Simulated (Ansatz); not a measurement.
Consider Al$_{2}$ClH$_{3}$N (SMILES [NH-][Al]([AlH2])[Cl]) (charge −1).

The calculation's input:

```
crystal:
  periodic: [false, false, false]
  atoms:
    - { symbol: "N", position_ang: [-2.28915, 0.60951, 0.22677] }
    - { symbol: Al, position_ang: [-0.92584, -0.17767, -0.44353] }
    - { symbol: Al, position_ang: [-0.6332, -1.78871, -2.39652] }
    - { symbol: Cl, position_ang: [1.01002, 0.12574, 0.37759] }
    - { symbol: H, position_ang: [-2.18579, 1.22272, 1.02921] }
    - { symbol: H, position_ang: [-1.98085, -2.14043, -3.23215] }
    - { symbol: H, position_ang: [0.44799, -2.69101, -3.21338] }
total_charge: -1
basis:
  gaussian: { orbitals: "6-31G*" }
hamiltonian:
  xc: b3lyp
  dispersion: d4
relax:
  f_tol: 0.015
  max_steps: 40
output:
  orbitals: {}
```

Launched as:

```sh
ansatz run input.yaml --threads 1 --pin off --max-ram 2048MiB --backend cpu --events-out ev --progress --plain --runs-dir out
```

The fields are those of the relaxed geometry.

The calculation used RKS B3LYP-D4/6-31G* in Ansatz.

What will maps of the electron density and electron localisation function show?

Al–N (1.73 Å): ρ at the midpoint is about 0.88 e/Å³; the ELF peaks at about 0.90 in the valence shell of N, 0.6 Å from its nucleus, and is about 0.50 at the midpoint.
Al–Cl (2.25 Å): the density is about 0.54 e/Å³ at the midpoint; the ELF peaks at about 0.90 in the valence shell of Cl, 0.9 Å from its nucleus, and is about 0.80 at the midpoint.
Al–Al (2.55 Å): ρ is about 0.4 e/Å³ halfway; the ELF peaks at about 1 between the atoms; a shared electron pair.
N–H (1.02 Å): ρ is about 2.6 e/Å³ halfway; the ELF climbs to about 1 towards the hydrogen, as it does in any bond to H (an ordinary covalent bond to hydrogen).

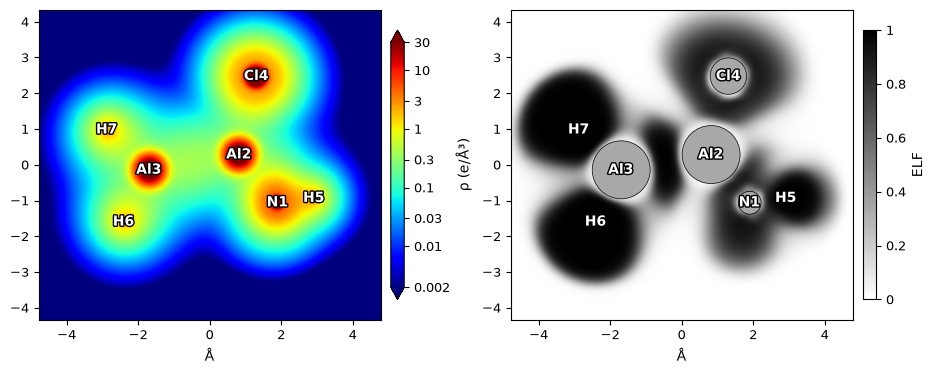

Computed electron density and electron localisation function on the molecular plane, in this order. Grey discs cover the atomic cores in the ELF map. 
